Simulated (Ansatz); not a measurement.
# Geometry relaxation, with input and output: AlSiH5O2F2 (part 3 of 3)

The same run, continued: AlSiH5O2F2; RKS LDA/def2-SVP (Ansatz 0.2.0). It belongs to a series of runs on one base structure; here: end point A relaxed.

Geometry of the input (Å):
```
Al -2.1040  -0.3744  1.1883
O  -0.6425  -1.0821  1.9657
F  -2.8182  -1.2140  -0.0300
F  -2.8016  0.9815  1.8101
H  0.7288  -0.2990  0.3467
O  0.5525  0.3711  -0.3417
Si 1.6136  0.5025  -1.6222
H  -0.3197  -0.5786  2.7362
H  1.0227  1.5259  -2.5456
H  2.9698  0.9724  -1.1561
H  1.7987  -0.8054  -2.3513
```

Trajectory as extended XYZ, continued:
```
11
Properties=species:S:1:pos:R:3:forces:R:3 step=24 energy=-23954.22476
Al   -1.2630   -0.0322    0.4641    0.0481   0.0190  -0.0221
O    -0.4206   -1.0692    1.8322   -0.0686  -0.0159   0.0088
F    -2.2132   -0.9983   -0.4870   -0.0048   0.0317   0.0276
F    -1.9926    1.1461    1.3802   -0.0107  -0.0282  -0.0167
H     0.4685   -0.7673    1.4798    0.0267   0.0198   0.0647
O     0.3534    0.2832   -0.0885   -0.0385  -0.0502  -0.0826
Si    1.1966    0.4945   -1.5026    0.0378  -0.0063   0.0747
H    -0.5533   -0.7401    2.7469    0.0652   0.0110  -0.0688
H     0.4001    1.3071   -2.4921    0.0003   0.0031   0.0094
H     2.4888    1.2116   -1.2013   -0.0393  -0.0028  -0.0065
H     1.5354   -0.8354   -2.1317   -0.0163   0.0189   0.0116
11
Properties=species:S:1:pos:R:3:forces:R:3 step=25 energy=-23954.22611
Al   -1.2728   -0.0643    0.4557    0.0471   0.0656   0.0072
O    -0.4304   -1.0719    1.8505   -0.0622   0.0866   0.2091
F    -2.2744   -1.0324   -0.4426    0.0452   0.0790   0.0686
F    -1.9408    1.1493    1.3797   -0.0159  -0.0944  -0.0687
H     0.4627   -0.7961    1.4903    0.0046   0.0090   0.0297
O     0.3362    0.2199   -0.1285    0.0107  -0.0559  -0.1254
Si    1.2134    0.4924   -1.5122   -0.0882   0.0559   0.0937
H    -0.5596   -0.6628    2.7387    0.0626  -0.0910  -0.2482
H     0.4287    1.3378   -2.4855    0.0011  -0.0195   0.0025
H     2.4768    1.2429   -1.1571   -0.0466  -0.1105  -0.0189
H     1.5602   -0.8147   -2.1887    0.0416   0.0751   0.0504
11
Properties=species:S:1:pos:R:3:forces:R:3 step=26 energy=-23954.22917
Al   -1.2575   -0.0485    0.4517   -0.0503  -0.0656   0.0631
O    -0.4494   -1.0712    1.8628   -0.0300   0.0825   0.1743
F    -2.2671   -1.0207   -0.4307   -0.0222   0.0450   0.0478
F    -1.9271    1.1632    1.3749   -0.0006  -0.0528  -0.0317
H     0.4755   -0.8614    1.5612   -0.0263   0.0095  -0.0554
O     0.3311    0.2005   -0.1590    0.1564   0.0497  -0.1147
Si    1.2067    0.5030   -1.5313    0.0001   0.0057   0.0548
H    -0.5828   -0.6617    2.7478   -0.0039  -0.0600  -0.1404
H     0.4141    1.3329   -2.5125    0.0200  -0.0055   0.0183
H     2.4638    1.2568   -1.1600   -0.0652  -0.0593  -0.0346
H     1.5929   -0.7929   -2.2050    0.0221   0.0507   0.0183
11
Properties=species:S:1:pos:R:3:forces:R:3 step=27 energy=-23954.23180
Al   -1.2685   -0.0703    0.4538   -0.0472   0.0048   0.0133
O    -0.4506   -1.0713    1.8715    0.0367  -0.0010  -0.0562
F    -2.3068   -1.0373   -0.4036    0.0503   0.0742   0.0626
F    -1.9133    1.1540    1.3807    0.0018  -0.0648  -0.0543
H     0.4619   -0.8491    1.5360   -0.0003  -0.0116  -0.0112
O     0.3225    0.1785   -0.1698    0.0369  -0.0154  -0.1088
Si    1.2076    0.5020   -1.5333    0.0692   0.0023   0.0887
H    -0.5737   -0.6265    2.7365   -0.0239   0.0262   0.0347
H     0.4274    1.3548   -2.5044    0.0035  -0.0353   0.0165
H     2.4672    1.2427   -1.1470   -0.0738  -0.0219  -0.0012
H     1.6264   -0.7774   -2.2204   -0.0531   0.0424   0.0159
11
Properties=species:S:1:pos:R:3:forces:R:3 step=28 energy=-23954.23273
Al   -1.2857   -0.0714    0.4618   -0.0670  -0.0289  -0.1222
O    -0.4505   -1.0511    1.8710    0.1092   0.0123   0.0421
F    -2.3342   -1.0534   -0.3621    0.0192   0.0254   0.0314
F    -1.9316    1.2052    1.3033    0.0130   0.0274   0.0275
H     0.4419   -0.8560    1.4565   -0.0169  -0.0140   0.0217
O     0.3120    0.1091   -0.1831   -0.0744  -0.0303   0.1254
Si    1.2126    0.4936   -1.5130    0.0416   0.0166  -0.0976
H    -0.4856   -0.6232    2.7532   -0.0353  -0.0119  -0.0458
H     0.4275    1.3605   -2.4664    0.0081  -0.0094   0.0085
H     2.4473    1.2425   -1.0836    0.0032   0.0038   0.0089
H     1.6463   -0.7559   -2.2375   -0.0006   0.0090   0.0002
11
Properties=species:S:1:pos:R:3:forces:R:3 step=29 energy=-23954.23500
Al   -1.2874   -0.0825    0.4531    0.0160  -0.0312   0.0097
O    -0.4436   -1.0563    1.8715   -0.0186  -0.0047  -0.0026
F    -2.3562   -1.0590   -0.3472   -0.0152   0.0076  -0.0069
F    -1.9033    1.1927    1.3226    0.0018  -0.0017  -0.0011
H     0.4516   -0.8533    1.4742    0.0064   0.0022  -0.0066
O     0.3058    0.0925   -0.1955    0.0240   0.0230  -0.0383
Si    1.2151    0.4940   -1.5189   -0.0147  -0.0070   0.0209
H    -0.5157   -0.5920    2.7317   -0.0007   0.0092   0.0304
H     0.4327    1.3664   -2.4676    0.0003   0.0031  -0.0050
H     2.4436    1.2435   -1.0713   -0.0021  -0.0006   0.0019
H     1.6576   -0.7461   -2.2526    0.0028   0.0001  -0.0024
11
Properties=species:S:1:pos:R:3:forces:R:3 step=30 energy=-23954.23506
Al   -1.2901   -0.0833    0.4541    0.0331  -0.0298  -0.0028
O    -0.4423   -1.0564    1.8707   -0.0179  -0.0055  -0.0062
F    -2.3613   -1.0599   -0.3426   -0.0149   0.0066  -0.0064
F    -1.9037    1.1903    1.3275    0.0008   0.0011   0.0016
H     0.4528   -0.8549    1.4730    0.0023   0.0045  -0.0049
O     0.3005    0.0944   -0.2008    0.0168   0.0194  -0.0297
Si    1.2161    0.4948   -1.5200   -0.0265  -0.0099   0.0229
H    -0.5142   -0.5895    2.7297    0.0014   0.0093   0.0306
H     0.4385    1.3666   -2.4731    0.0014   0.0048  -0.0052
H     2.4430    1.2438   -1.0674   -0.0012  -0.0001   0.0023
H     1.6608   -0.7460   -2.2510    0.0046  -0.0003  -0.0022
11
Properties=species:S:1:pos:R:3:forces:R:3 step=31 energy=-23954.23473 accepted=F
Al   -1.2859   -0.0904    0.4519    0.0005  -0.0088   0.0121
O    -0.4466   -1.0600    1.8786   -0.0057   0.1197   0.1587
F    -2.3713   -1.0566   -0.3398    0.0065   0.0099   0.0063
F    -1.8874    1.1821    1.3374   -0.0005  -0.0068  -0.0054
H     0.4543   -0.8644    1.4925   -0.0181  -0.0046   0.0170
O     0.2982    0.0889   -0.2125    0.0177   0.0050  -0.0450
Si    1.2150    0.4966   -1.5289    0.0046  -0.0113   0.0523
H    -0.5301   -0.5763    2.7336    0.0227  -0.1040  -0.1963
H     0.4430    1.3709   -2.4846   -0.0088  -0.0048   0.0004
H     2.4372    1.2485   -1.0668   -0.0060  -0.0006  -0.0035
H     1.6735   -0.7394   -2.2613   -0.0129   0.0064   0.0034
11
Properties=species:S:1:pos:R:3:forces:R:3 step=32 energy=-23954.23532
Al   -1.2870   -0.0883    0.4531    0.0007   0.0009  -0.0043
O    -0.4444   -1.0574    1.8759    0.0046  -0.0009  -0.0188
F    -2.3664   -1.0559   -0.3444    0.0021   0.0031   0.0047
F    -1.8948    1.1858    1.3309   -0.0010  -0.0020   0.0006
H     0.4528   -0.8580    1.4826    0.0014  -0.0033   0.0040
O     0.3005    0.0918   -0.2058    0.0058  -0.0009  -0.0123
Si    1.2159    0.4957   -1.5235   -0.0133  -0.0076   0.0174
H    -0.5202   -0.5846    2.7319   -0.0039   0.0068   0.0101
H     0.4396    1.3667   -2.4787   -0.0007   0.0034   0.0006
H     2.4395    1.2474   -1.0659   -0.0006  -0.0026  -0.0044
H     1.6647   -0.7432   -2.2560    0.0048   0.0031   0.0023
```

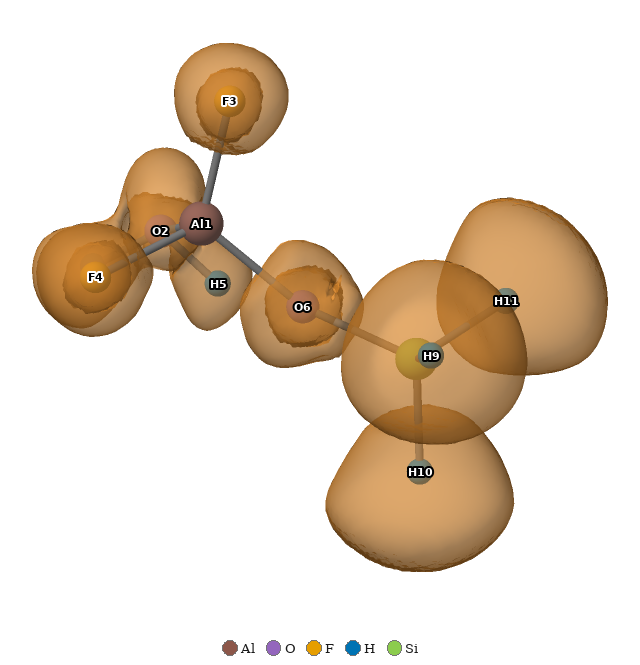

Fig. 1: Isosurface of the electron localisation function at 0.8 (orange), seen at an oblique angle. Core shells and regions of very low density are left out. Values along the shortest contacts: Si–O (1.65 Å): the ELF peaks at about 0.85 between the atoms, which marks a shared but strongly polarised pair. Al–F (1.65 Å): the ELF peaks at about 0.85 in the valence shell of F, 0.6 Å from its nucleus, and is about 0.30 at the midpoint.

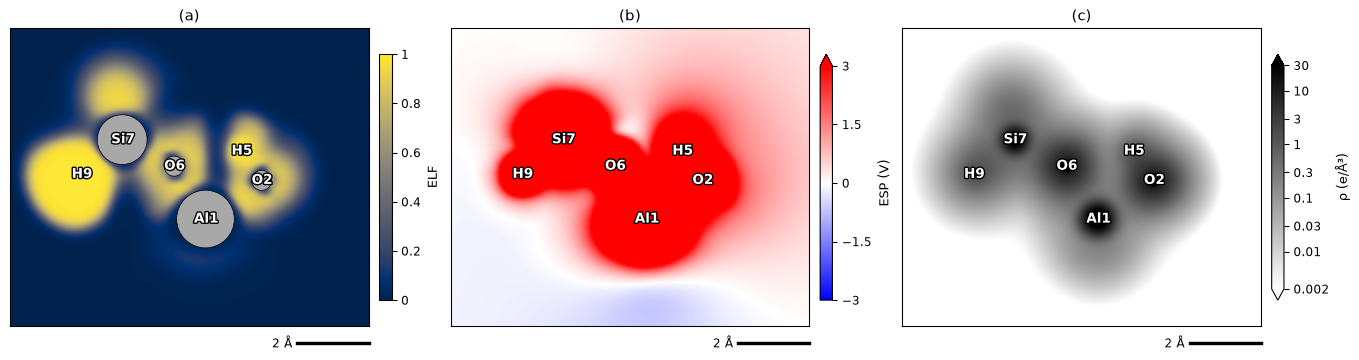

Fig. 2: (a) electron localisation function; (b) electrostatic potential; (c) total electron density on the plane of atoms O2, Al1 and O6. Grey discs, where drawn, cover atomic cores. Si–H (1.51 Å): ρ at the midpoint is about 0.76 e/Å³; the ELF climbs to about 1 towards the hydrogen.

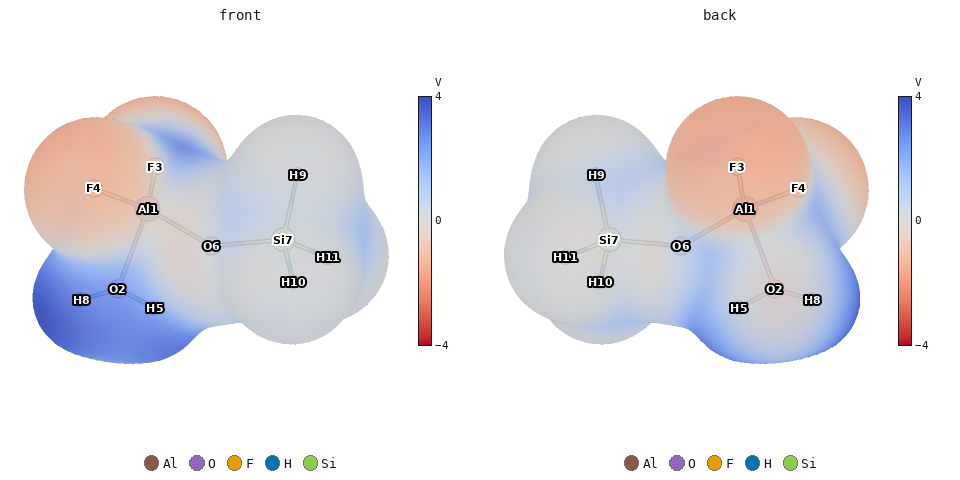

Fig. 3: The molecular electrostatic potential painted on the density surface at 0.002 e/bohr³, seen at a tilt and from behind; red is negative and blue positive.

Summary:

```json
{"quantity": "outcome", "value": "converged"}
{"quantity": "total energy", "value": "−23954.2354 eV"}
{"quantity": "mean-field energy", "value": "−23954.2354 eV"}
{"quantity": "largest force (length of the vector) at the end", "value": "0.023 eV/Å"}
{"quantity": "wall time", "value": "27 s (CPU time 50 s)"}
{"quantity": "peak memory", "value": "0.18 GiB"}
```
